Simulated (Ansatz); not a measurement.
# C3H10AlNSi: a dynamics run in two tries

Aim: a short trajectory for this system. SMILES of the start: CN1[CH2][AlH][SiH]1C.

Program: Ansatz 0.2.0. Level of theory: RKS B3LYP-D4/STO-3G. These are calculated values, not measurements.

### 1 The starting structure

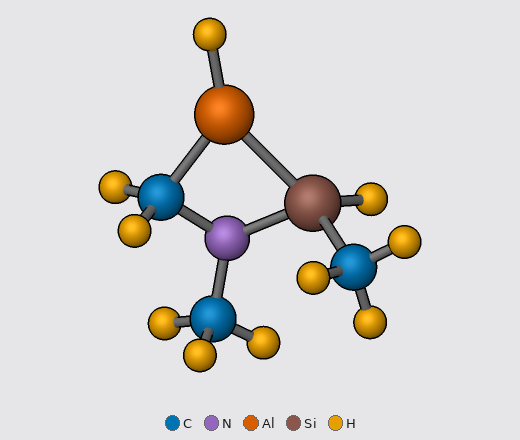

Start, viewed from a chosen angle; carbon blue, nitrogen purple, aluminium orange, silicon brown, hydrogen amber.

Coordinates:

```xyz
16

C     0.3881   -0.4010    1.8443
N     0.7834    0.0109    0.4704
C     1.3720   -1.0918   -0.3954
Al    1.1729   -0.0477   -2.0089
Si   -0.1711    1.1007   -0.5849
C    -2.0384    0.7852   -0.5209
H     1.2583   -0.8130    2.3930
H    -0.4096   -1.1790    1.8676
H     0.0171    0.4759    2.4067
H     2.3825   -1.3739   -0.0367
H     0.7654   -2.0256   -0.3607
H     1.7751   -0.1061   -3.3853
H    -0.0105    2.4711   -0.1228
H    -2.5722    1.4470   -1.2163
H    -2.2932   -0.2484   -0.7886
H    -2.4424    0.9733    0.4827
```

### 2 First attempt

File input.yaml:

```yaml
crystal:
  periodic: [false, false, false]
  atoms:
    - { symbol: C, position_ang: [0.388094, -0.401011, 1.84427] }
    - { symbol: "N", position_ang: [0.7834, 0.010851, 0.470443] }
    - { symbol: C, position_ang: [1.371976, -1.091799, -0.395365] }
    - { symbol: Al, position_ang: [1.172885, -0.047731, -2.008924] }
    - { symbol: Si, position_ang: [-0.171116, 1.100694, -0.584941] }
    - { symbol: C, position_ang: [-2.038401, 0.785202, -0.520928] }
    - { symbol: H, position_ang: [1.258266, -0.81302, 2.393033] }
    - { symbol: H, position_ang: [-0.409617, -1.178998, 1.867645] }
    - { symbol: H, position_ang: [0.017105, 0.475899, 2.406653] }
    - { symbol: H, position_ang: [2.382512, -1.373858, -0.036723] }
    - { symbol: H, position_ang: [0.76545, -2.025584, -0.360722] }
    - { symbol: H, position_ang: [1.7751, -0.106121, -3.38525] }
    - { symbol: H, position_ang: [-0.010515, 2.471083, -0.12278] }
    - { symbol: H, position_ang: [-2.572249, 1.447034, -1.216326] }
    - { symbol: H, position_ang: [-2.293237, -0.248423, -0.788597] }
    - { symbol: H, position_ang: [-2.442354, 0.973281, 0.482714] }
basis:
  gaussian: { orbitals: STO-3G }
hamiltonian:
  xc: b3lyp
  dispersion: d4
md:
  timestep: 0.5
  n_steps: 25
  ensemble: npt_langevin
  temperature: 1000.0
  initial_velocities: maxwell_boltzmann
  seed: 666621
  pressure: 1.0
scf:
  lower_state_search: "off"
```

Launch:

```
$ ansatz run input.yaml --threads 1 --pin off --max-ram 2048MiB --backend cpu --events-out ev --progress --plain --runs-dir out
```

The log of the run:

```text
Error: invalid value for `basis.gaussian`: such a run doesn't read md.pressure; remove what it names
```

It took 0.02 s on 1 thread of Arm Neoverse V2, shared host; peak memory 0.027 GiB.

### 3 What went wrong

Nothing was computed: the input was turned down at the start. The line that matters: «invalid value for `basis.gaussian`: such a run doesn't read md.pressure; remove what it names»

A barostat needs a periodic cell, and a molecule in free space has none.

The cure: use nve or an nvt ensemble and drop md.pressure.

### 4 The mended input

Changes to input.yaml since step 2:

```diff
@@ -26,4 +26,4 @@
   timestep: 0.5
-  n_steps: 25
-  ensemble: npt_langevin
+  n_steps: 100
+  ensemble: nve
   temperature: 1000.0
@@ -31,3 +31,2 @@
   seed: 666621
-  pressure: 1.0
 scf:
```

Launch:

```
$ ansatz run input.yaml --threads 1 --pin off --max-ram 2048MiB --backend cpu --events-out ev --progress --plain --runs-dir out
```

Besides the cure, the cap on steps is lifted. From its log:

```text
md step     0: t =     0.00 fs  T =  1000.0 K  F+E_penalty+E_count = -19010.94636610 eV  E_kin = 1.809640 eV  conserved = -19009.13672612 eV  (14 SCF iters)
md step     1: t =     0.50 fs  T =   975.0 K  F+E_penalty+E_count = -19010.89996513 eV  E_kin = 1.764369 eV  conserved = -19009.13559581 eV  (19 SCF iters, 3 dispersion substeps)
md step     2: t =     1.00 fs  T =   907.6 K  F+E_penalty+E_count = -19010.77580564 eV  E_kin = 1.642488 eV  conserved = -19009.13331797 eV  (19 SCF iters, 3 dispersion substeps)
[...]
md step    98: t =    49.00 fs  T =   561.2 K  F+E_penalty+E_count = -19010.14820033 eV  E_kin = 1.015629 eV  conserved = -19009.13257108 eV  (19 SCF iters, 3 dispersion substeps)
md step    99: t =    49.50 fs  T =   554.7 K  F+E_penalty+E_count = -19010.13569590 eV  E_kin = 1.003817 eV  conserved = -19009.13187937 eV  (19 SCF iters, 3 dispersion substeps)
md step   100: t =    50.00 fs  T =   537.1 K  F+E_penalty+E_count = -19010.10292065 eV  E_kin = 0.971904 eV  conserved = -19009.13101695 eV  (19 SCF iters, 3 dispersion substeps)
```

It took 4.5 min on 1 thread of Arm Neoverse V2, shared host; peak memory 0.11 GiB.

With the input mended the run goes through: 100 steps, ending at 537 K.

### 5 Summary of results

| quantity | value |
| --- | --- |
| first try | refused |
| cause | a barostat needs a periodic cell, and a molecule in free space has none |

What this shows: The fault in the first input was caught at the input check and cost nothing.
